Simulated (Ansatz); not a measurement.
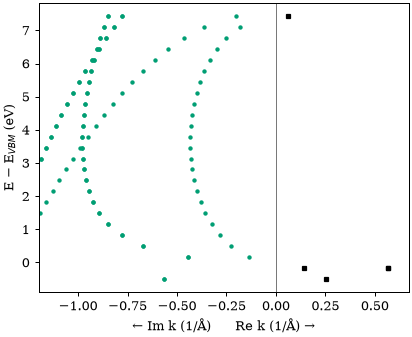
Complex bands at the centre of the two-dimensional zone; r2SCAN in Ansatz (a first-principles code)

No gap correction and no spin-orbit coupling; mid-gap values are interpolated between computed energies.

This is LiCl (Fm-3m, rock salt, 2 atoms a cell, 16.4 Å³ an atom) along the normal of (111). Read off the slowest decay at the centre of the two-dimensional zone at 3.79 eV, the computed energy nearest the middle of the gap.

κ ≈ 0.43 1/Å, a decay length 1/(2κ) of the density of 1.2 Å.
